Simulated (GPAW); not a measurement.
# Near-edge structure at the Te K edge of TiTe2 (P-3m1)

Aim: the near-edge shape at the Te K edge of TiTe2 (P-3m1), and what the core hole does to it.

Program: GPAW 26.7.0. Level of theory: X-ray absorption from dipole matrix elements to empty bands, plane-wave PAW revPBE. Results are calculated unless marked as measured.

## (1) The structure

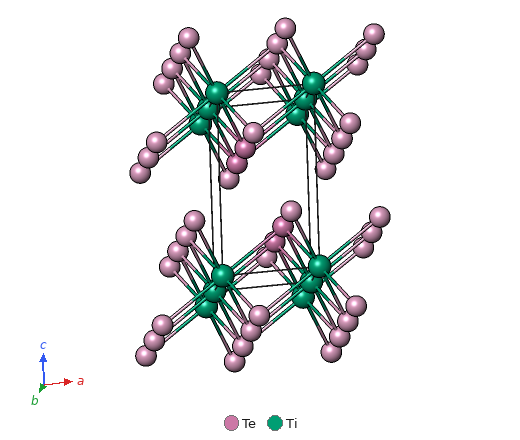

The cell as given, from a free direction (tellurium pink, titanium teal). 1×2×1 cells are drawn. Some periodic images of atoms are drawn too.

Coordinates:

```xyz
3
Lattice="3.7770 0.0000 0.0000 -1.8885 3.2710 0.0000 0.0000 0.0000 6.4980" Properties=species:S:1:pos:R:3 pbc="T T T"
Te    0.0000    2.1807    4.7903
Te    1.8885    1.0903    1.7077
Ti    0.0000    0.0000    0.0000
```

## (2) Ground state of the crystal

A plain self-consistent run shows whether there is a gap, which decides the set-up of the core-hole run.

scf.py reads:

```python
import numpy as np
from ase import Atoms
from ase.parallel import parprint, paropen
from gpaw import GPAW, PW, FermiDirac, Mixer, MixerDif, setup_paths
from gpaw.test import gen
setup_paths.insert(0, '.')
gen('Te', name='nch1s', xcname='revPBE', corehole=(1, 0, 0), write_xml=True)
from gpaw.mpi import world
world.barrier()

atoms = Atoms('Te2Ti',
    cell=[[3.777, 0, 0],
     [-1.8885, 3.27097795, 0],
     [0, 0, 6.498]],
    scaled_positions=[[0.33333333, 0.66666667, 0.7372],
     [0.66666667, 0.33333333, 0.2628],
     [0, 0, 0]],
    pbc=True)
atoms.calc = calc = GPAW(legacy_gpaw=True, mode=PW(430), xc='revPBE', setups={0: 'nch1s'},
    kpts={'size': (8, 8, 4), 'gamma': True}, occupations=FermiDirac(0.05),
    charge=0, mixer=Mixer(0.1, 5, 50), maxiter=150,
    convergence={'density': 0.0001}, txt='scf.txt')
energy = atoms.get_potential_energy() + calc.get_reference_energy()
ef = calc.get_fermi_level()
out = dict(energy=energy, fermi=ef, forces=atoms.get_forces().tolist())
parprint(f'all-electron energy {energy:.4f} eV, Fermi level {ef:.4f} eV')
ev = np.array([[calc.get_eigenvalues(k, s) for k in range(len(calc.get_ibz_k_points()))] for s in range(calc.get_number_of_spins())])
out['homo'], out['lumo'], out['counts'] = ev[ev < ef].max(), ev[ev > ef].min(), sorted(set((ev < ef).sum((0, 2)).tolist()))
out['filled'] = (ev[:, 0] < ef).sum(1).tolist()
import json
with paropen('out.json', 'w') as f:
    json.dump(out, f)
```

Launch:

```
$ OMP_NUM_THREADS=1 mpirun -n 4 gpaw python scf.py
```

Numbers of over 12 decimals in the logs are rounded to 6 here.

The log of the run:

```text
Input parameters:
  convergence: {density: 0.0001}
  kpts: {gamma: True,
         size: (8, 8, 4)}
  maxiter: 150
  mixer: {backend: pulay,
          beta: 0.1,
          method: separate,
          nmaxold: 5,
          weight: 50}
  mode: {ecut: 430.0,
         name: pw}
  occupations: {fixmagmom: False,
                name: fermi-dirac,
                width: 0.05}
  setups: {0: nch1s}
  xc: revPBE

Initialize ...

[... PAW data sets ...]

Reference energy: -392822.063906  # eV

Spin-paired calculation

[... convergence settings ...]
Symmetries present (total): 6
  [... symmetry matrices ...]

256 k-points: 8 x 8 x 4 Monkhorst-Pack grid + [1/16,1/16,1/8]
35 k-points in the irreducible part of the Brillouin zone
       k-points in crystal coordinates                weights
   0:     0.00000000    0.00000000    0.00000000          1/256
   1:     0.00000000    0.00000000    0.25000000          2/256
   2:     0.00000000    0.00000000    0.50000000          1/256
   3:     0.12500000    0.00000000   -0.25000000          6/256
   4:     0.12500000    0.00000000    0.00000000          6/256
   5:     0.12500000    0.00000000    0.25000000          6/256
   6:     0.12500000    0.00000000    0.50000000          6/256
   7:     0.25000000   -0.12500000    0.00000000          6/256
   8:     0.25000000   -0.12500000    0.25000000         12/256
   9:     0.25000000   -0.12500000    0.50000000          6/256
          ...
  34:     0.50000000    0.50000000    0.50000000          3/256

Wave functions: Plane wave expansion
  Cutoff energy: 430.000 eV
  Number of coefficients (min, max): 1603, 1645
  Pulay-stress correction: 0.000000 eV/Ang^3 (de/decut=0.000000)
  Using FFTW library
  Wavefunction extrapolation:
    Improved wavefunction reuse through dual PAW basis

Occupation numbers: Fermi-Dirac:
  width: 0.0500  # eV

Eigensolver
   Davidson(niter=2)

Densities:
  Coarse grid: 20*20*32 grid
  Fine grid: 40*40*64 grid
  Total Charge: 0.000000

Density mixing:
  Method: separate
  Backend: pulay
  Linear mixing parameter: 0.1
  old densities: 5
  Width of damping distribution: 1.1
  Damping of long wavelength oscillations: 50

[... Hamiltonian set-up ...]
Number of atoms: 3
Number of atomic orbitals: 21
Number of bands in calculation: 19
Number of valence electrons: 24
Bands to converge: occupied

... initialized

Initializing position-dependent things.

Density initialized from atomic densities
Creating initial wave functions:
  19 bands from LCAO basis set

        Te

            Te

       Ti

Atomic positions and initial magnetic moments

Positions:
   0 Te    -0.000000    2.180652    4.790326    ( 0.0000,  0.0000,  0.0000)
   1 Te     1.888500    1.090326    1.707674    ( 0.0000,  0.0000,  0.0000)
   2 Ti     0.000000    0.000000    0.000000    ( 0.0000,  0.0000,  0.0000)

Unit cell:
           periodic     x           y           z      points  spacing
  1. axis:    yes    3.777000    0.000000    0.000000    20     0.1635
  2. axis:    yes   -1.888500    3.270978    0.000000    20     0.1635
  3. axis:    yes    0.000000    0.000000    6.498000    32     0.2031

  Lengths:   3.777000   3.777000   6.498000
  Angles:   90.000000  90.000000 120.000000

Effective grid spacing dv^(1/3) = 0.1844

iter:   1   -14.294534
iter:   2   -14.238673   -1.61  -1.26
iter:   3   -14.137254   -2.01  -1.31
iter:   4   -14.144773   -2.67  -1.55
iter:   5   -14.149633   -2.87  -1.68
iter:   6   -14.148842c  -3.82  -2.42
iter:   7   -14.149858c  -3.48  -2.48
iter:   8   -14.148445c  -3.93  -2.56
iter:   9   -14.148465c  -4.75  -3.22
iter:  10   -14.148459c  -5.85  -3.43
iter:  11   -14.148457c  -6.37  -3.46
iter:  12   -14.148457c  -6.61  -3.55
iter:  13   -14.148454c  -6.75  -3.96
iter:  14   -14.148456c  -6.84  -4.10c
iter:  15   -14.148452c  -6.94  -4.06c
iter:  16   -14.148452c  -8.04c -4.98c

Converged after 16 iterations.

Dipole moment: (-0.000000, 0.000000, 0.000000) |e|*Ang

Energy contributions relative to reference atoms: (reference = -392822.063906)

Kinetic:        +26.532950
Potential:      -26.660015
External:        +0.000000
XC:             -14.311215
Entropy (-ST):   -0.011146
Local:           +0.295400
SIC:             +0.000000
--------------------------
Free energy:    -14.154025
Extrapolated:   -14.148452

Showing only first 2 kpts
 Kpt  Band  Eigenvalues  Occupancy
  0    10      7.13705    0.00055
  0    11      7.13710    0.00055
  0    12      7.29132    0.00003
  0    13      7.78845    0.00000

  1    10      7.13172    0.00061
  1    11      7.13177    0.00061
  1    12      7.62271    0.00000
  1    13      7.62271    0.00000

Fermi level: 6.72693

No gap
No difference between direct/indirect transitions

Forces in eV/Ang:
  0 Te   -0.00000   -0.00000   -0.07913
  1 Te    0.00000   -0.00000    0.07913
  2 Ti    0.00000   -0.00000    0.00000
Scalar-relativistic atomic revPBE calculation for Te (Tellurium, Z=52)
Core hole in 1s state (1s occupation: 2.0)
750 radial gridpoints.
|------------------------------------------------|
|------------------------------------------------|
[... the atom generator's iteration count ...]

Energy contributions:
-------------------------
Kinetic:    +7108.548942
XC:          -175.720030
Potential: -13724.004553
-------------------------
Total:      -6791.175641

state      eigenvalue         ekin         rmax
-----------------------------------------------
1s^2.0 : -1160.856378  1480.944719        0.018
2s^2.0 :  -178.086766   309.413998        0.101
2p^6.0 :  -160.010645   291.929147        0.081
3s^2.0 :   -35.442696    89.482503        0.293
3p^6.0 :   -29.544755    82.861513        0.286
3d^10.0:   -20.580790    75.527687        0.238
4s^2.0 :    -6.035212    24.808466        0.701
4p^6.0 :    -4.205042    21.258170        0.738
4d^10.0:    -1.529952    15.100083        0.811
5s^2.0 :    -0.552226     3.807013        1.798
5p^4.0 :    -0.217283     2.266217        2.175
-----------------------------------------------
(units: Bohr and Hartree)

Generating PAW setup
Kinetic energy of the core from tauc = 7310.873708835877
Cutoffs:
rc(s)=2.230
rc(p)=2.260
rc(d)=2.340
rc(vbar)=2.160
rc(comp)=2.160
rc(nct)=2.340

Kinetic energy of the core states: 7091.870049
Charge: 0.0
Core electrons: 46.0
Valence electrons: 6.0
Pseudo-core charge: 1.872205
Shape function alpha=2.143
Pseudo-electron charge 8.537347
state    eigenvalue         norm
--------------------------------
5s(2) :    -0.552226     1.247758
*s    :     0.447774
5p(4) :    -0.217283     1.042407
*p    :     0.782717
*d    :     0.000000
--------------------------------

Diagonalizing with gridspacing h=0.050

state   all-electron     PAW
-------------------------------
5s:      -0.552226    -0.555250
5p:      -0.217283    -0.218470
*d:                    0.029953
*f:                    0.068212
-------------------------------
all-electron energy -392836.2124 eV, Fermi level 6.7269 eV
```

Elapsed: 6.8 s, on 4 MPI ranks of Arm Neoverse V2, shared host; peak memory 0.18 GiB; 27 s of CPU time.

The mesh shows no gap, so the system is treated as a metal and the core electron is put at the Fermi level (neutral cell).

## (3) Spectrum without a core hole, Te atom 1

Without a hole the spectrum is the empty density of states of the right symmetry on the absorber, weighted by matrix elements. It needs only the small cell and serves as the baseline. The data set with a hole of occupation 0 only carries the core orbital.

The absorber has 3 Ti at 2.77 Å (pyramidal, site symmetry 3m).

xas.py reads:

```python
import numpy as np
from ase import Atoms
from ase.parallel import parprint, paropen
from gpaw import GPAW, PW, FermiDirac, Mixer, MixerDif, setup_paths
from gpaw.test import gen
setup_paths.insert(0, '.')
gen('Te', name='nch1s', xcname='revPBE', corehole=(1, 0, 0), write_xml=True)
from gpaw.mpi import world
world.barrier()

atoms = Atoms('Te2Ti',
    cell=[[3.777, 0, 0],
     [-1.8885, 3.27097795, 0],
     [0, 0, 6.498]],
    scaled_positions=[[0.33333333, 0.66666667, 0.7372],
     [0.66666667, 0.33333333, 0.2628],
     [0, 0, 0]],
    pbc=True)
atoms.calc = calc = GPAW(legacy_gpaw=True, mode=PW(430), xc='revPBE', setups={0: 'nch1s'},
    kpts={'size': (10, 10, 5), 'gamma': True}, occupations=FermiDirac(0.1),
    charge=0, mixer=Mixer(0.1, 5, 50), maxiter=150,
    convergence={'density': 0.0001}, txt='scf.txt')
energy = atoms.get_potential_energy() + calc.get_reference_energy()
ef = calc.get_fermi_level()
out = dict(energy=energy, fermi=ef, forces=atoms.get_forces().tolist())
parprint(f'all-electron energy {energy:.4f} eV, Fermi level {ef:.4f} eV')
ev = np.array([[calc.get_eigenvalues(k, s) for k in range(len(calc.get_ibz_k_points()))] for s in range(calc.get_number_of_spins())])
out['homo'], out['lumo'], out['counts'] = ev[ev < ef].max(), ev[ev > ef].min(), sorted(set((ev < ef).sum((0, 2)).tolist()))
out['filled'] = (ev[:, 0] < ef).sum(1).tolist()

from ase.units import Ha
from gpaw.xas import dipole_matrix_elements
nb = int(calc.get_number_of_electrons() / 2) + 56
top, nb = nb, nb + 8 + nb // 12
nscf = calc.fixed_density(kpts={'size': (6, 6, 3), 'gamma': True}, nbands=nb,
    convergence={'bands': top, 'eigenstates': 1e-5}, maxiter=60, txt='nscf.txt')
cell = atoms.cell.array
ops = [cell.T @ U.T @ np.linalg.inv(cell.T) for U in nscf.wfs.kd.symmetry.op_scc]
E = np.arange(-25, 34, 0.1)
fwhm = np.interp(E, [4, 25], [9.89, 9.89])
Y, X, zero, highest = 0, 0, 1e9, 1e9
for spin in range(nscf.get_number_of_spins()):
    wfs = nscf.wfs
    A = dipole_matrix_elements(wfs.setups[0])
    eps = np.zeros((wfs.kd.nibzkpts, nb))
    d = np.zeros((3, A.shape[1], wfs.kd.nibzkpts, nb), complex)
    for kpt in wfs.kpt_u:
        if kpt.s == spin and 0 in kpt.P_ani:
            eps[kpt.k] = kpt.eps_n * Ha
            d[:, :, kpt.k] = (kpt.weight * wfs.nspins / 2) ** 0.5 * np.inner(A, kpt.P_ani[0])
    world.sum(eps)
    world.sum(d)
    T = np.einsum('amkn,bmkn->abkn', d, d.conj()).real
    T = sum(np.einsum('ai,ijkn,bj->abkn', R, T, R) for R in ops) / len(ops)
    empty = eps > ef
    zero, highest = min(zero, eps[empty].min()), min(highest, eps[:, top - 1].min())
    lines = [(eps, T, empty)] if spin == 0 else lines + [(eps, T, empty)]
for eps, T, empty in lines:
    f = np.einsum('aakn->akn', T).reshape(3, -1)
    x = eps.ravel() - zero
    w = np.interp(x, E, fwhm) / 2.35482
    g = np.exp(-0.5 * ((E[:, None] - x) / w) ** 2) / (w * (2 * np.pi) ** 0.5)
    Y = Y + (f * empty.ravel()) @ g.T
    X = X + (f * ~empty.ravel()) @ g.T
out.update(E=E.round(2).tolist(), xas=Y.tolist(), xes=X.tolist(), zero=zero, valid=highest - zero, nk=len(eps), nb=nb)
for i in range(0, len(E), 10):
    parprint(f'{E[i]:7.2f}', *(f'{v:10.3e}' for v in Y[:, i]))
import json
with paropen('out.json', 'w') as f:
    json.dump(out, f)
```

Launch:

```
$ OMP_NUM_THREADS=1 mpirun -n 4 gpaw python xas.py
```

The log of the run:

```text
Input parameters:
  convergence: {density: 0.0001}
  kpts: {gamma: True,
         size: (10, 10, 5)}
  maxiter: 150
  mixer: {backend: pulay,
          beta: 0.1,
          method: separate,
          nmaxold: 5,
          weight: 50}
  mode: {ecut: 430.0,
         name: pw}
  occupations: {fixmagmom: False,
                name: fermi-dirac,
                width: 0.1}
  setups: {0: nch1s}
  xc: revPBE

Initialize ...
[...]
*p    :     0.782717
*d    :     0.000000
--------------------------------

Diagonalizing with gridspacing h=0.050

state   all-electron     PAW
-------------------------------
5s:      -0.552226    -0.555250
5p:      -0.217283    -0.218470
*d:                    0.029953
*f:                    0.068212
-------------------------------
all-electron energy -392836.2099 eV, Fermi level 6.7367 eV
[...]
32.00  1.431e-08  1.431e-08  1.378e-08
  33.00  1.410e-08  1.410e-08  1.359e-08
[key lines of the parts left out:]
Converged after 16 iterations.
Dipole moment: (-0.000000, 0.000000, 0.000000) |e|*Ang
Free energy:    -14.167797
Fermi level: 6.73669
```

It took 16 s on 4 MPI ranks; peak memory 0.23 GiB; 63 s of CPU time.

The Te K spectrum, Te atom 1, no core hole (energy from the lowest empty level; intensity scaled to a mean of 1 over the first 20 eV; polarised curves are means over the symmetry-equivalent atoms):

```
E (eV)  isotropic  ε ⊥ c  ε ∥ c
  -2.0       0.40   0.41   0.38
  -0.5       0.55   0.57   0.53
   1.0       0.70   0.71   0.67
   2.5       0.82   0.83   0.80
   4.0       0.91   0.91   0.91
   5.5       0.98   0.98   0.99
   7.0       1.04   1.03   1.05
   8.5       1.08   1.08   1.10
  10.0       1.12   1.12   1.13
  11.5       1.14   1.14   1.13
  13.0       1.13   1.14   1.12
  14.5       1.10   1.11   1.08
  16.0       1.06   1.07   1.03
  17.5       1.01   1.02   0.99
  19.0       0.97   0.97   0.97
  20.5       0.96   0.95   0.97
  22.0       0.96   0.95   0.99
  23.5       0.99   0.97   1.03
  25.0       1.02   1.00   1.06
  26.5       1.06   1.05   1.09
  28.0       1.10   1.09   1.11
  29.5       1.12   1.12   1.11
  31.0       1.12   1.13   1.10
```

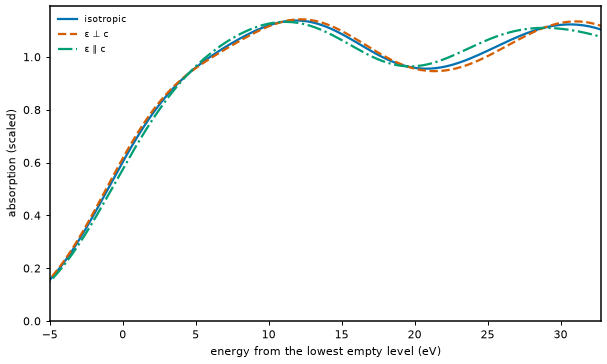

The Te K edge, Te atom 1, no core hole: main maxima at 11.8 eV.

Main maxima below 27 eV (height): 11.8 eV (1.14). A K edge sees empty p states on the absorber.

The same matrix elements for filled bands give the Te K emission of Te atom 1 (ground-state approximation; energy from the lowest empty level, largest value 1):

```
E (eV)  emission
 -24.0      0.00
 -22.5      0.00
 -21.0      0.00
 -19.5      0.00
 -18.0      0.00
 -16.5      0.01
 -15.0      0.02
 -13.5      0.05
 -12.0      0.10
 -10.5      0.19
  -9.0      0.33
  -7.5      0.52
  -6.0      0.72
  -4.5      0.90
  -3.0      0.99
  -1.5      0.98
   0.0      0.85
   1.5      0.66
   3.0      0.46
```

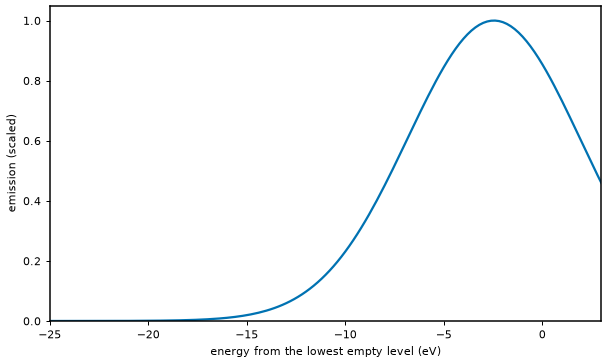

X-ray emission from the filled bands.

Emission maxima: -2.4 eV (1.00).

## (4) Reference energy of the supercell

The photon energy needs a difference of total energies, so the cell and mesh of the coming hole run are first run without a hole.

scf.py: that of step 2 with these lines changed.

```diff
@@ -10,12 +10,21 @@
 
-atoms = Atoms('Te2Ti',
-    cell=[[3.777, 0, 0],
-     [-1.8885, 3.27097795, 0],
-     [0, 0, 6.498]],
-    scaled_positions=[[0.33333333, 0.66666667, 0.7372],
-     [0.66666667, 0.33333333, 0.2628],
-     [0, 0, 0]],
+atoms = Atoms('Te8Ti4',
+    cell=[[-1.8885, -3.27097795, -6.498],
+     [1.8885, 3.27097795, -6.498],
+     [7.554, 0, 0]],
+    scaled_positions=[[0.29806667, 0.96473333, 0.83333333],
+     [0.79806667, 0.46473333, 0.83333333],
+     [0.29806667, 0.96473333, 0.33333333],
+     [0.79806667, 0.46473333, 0.33333333],
+     [0.70193333, 0.03526667, 0.16666667],
+     [0.20193333, 0.53526667, 0.16666667],
+     [0.70193333, 0.03526667, 0.66666667],
+     [0.20193333, 0.53526667, 0.66666667],
+     [0, 0, 0],
+     [0.5, 0.5, 0],
+     [0, 0, 0.5],
+     [0.5, 0.5, 0.5]],
     pbc=True)
 atoms.calc = calc = GPAW(legacy_gpaw=True, mode=PW(430), xc='revPBE', setups={0: 'nch1s'},
-    kpts={'size': (8, 8, 4), 'gamma': True}, occupations=FermiDirac(0.05),
+    kpts={'size': (3, 3, 3), 'gamma': True}, occupations=FermiDirac(0.1),
     charge=0, mixer=Mixer(0.1, 5, 50), maxiter=150,
```

Launch:

```
$ OMP_NUM_THREADS=1 mpirun -n 4 gpaw python scf.py
```

The log of the run:

```text
Input parameters:
  convergence: {density: 0.0001}
  kpts: {gamma: True,
         size: (3, 3, 3)}
  maxiter: 150
  mixer: {backend: pulay,
          beta: 0.1,
          method: separate,
          nmaxold: 5,
          weight: 50}
  mode: {ecut: 430.0,
         name: pw}
  occupations: {fixmagmom: False,
                name: fermi-dirac,
                width: 0.1}
  setups: {0: nch1s}
  xc: revPBE

Initialize ...

[...]
5s(2) :    -0.552226     1.247758
*s    :     0.447774
5p(4) :    -0.217283     1.042407
*p    :     0.782717
*d    :     0.000000
--------------------------------

Diagonalizing with gridspacing h=0.050

state   all-electron     PAW
-------------------------------
5s:      -0.552226    -0.555250
5p:      -0.217283    -0.218470
*d:                    0.029953
*f:                    0.068212
-------------------------------
all-electron energy -1571344.8129 eV, Fermi level 6.6912 eV
[key lines of the parts left out:]
Converged after 17 iterations.
Dipole moment: (-0.000000, -0.000000, 0.000000) |e|*Ang
Free energy:    -56.653128
Fermi level: 6.69117
```

Wall time 46 s (4 MPI ranks); peak memory 0.32 GiB.

Reference energy: -1571344.813 eV with the cores included.

(Continued in part 2 of 3.)

[Banner, clock and machine lines of the logs are left out without a mark of their own.]

[Logs are printed without paths, hosts, clocks, repeated set-up lines and the standing remarks that a program may print on its own settings, such as how far it seeks lower states.]

[Hosts, paths, dates, database ids (printed as entryN), source tags and the programs' standing remarks are cut or masked in the printed files.]

[Lists of maxima count a maximum above −3 eV only where it reaches 4 % of the highest in the window and stands out from its surroundings by 2 % of it (1.5 % where it reaches 55 %); shoulders and weaker maxima are passed over, and of the rest the first, up to two pre-edge ones and the few strongest are named.]
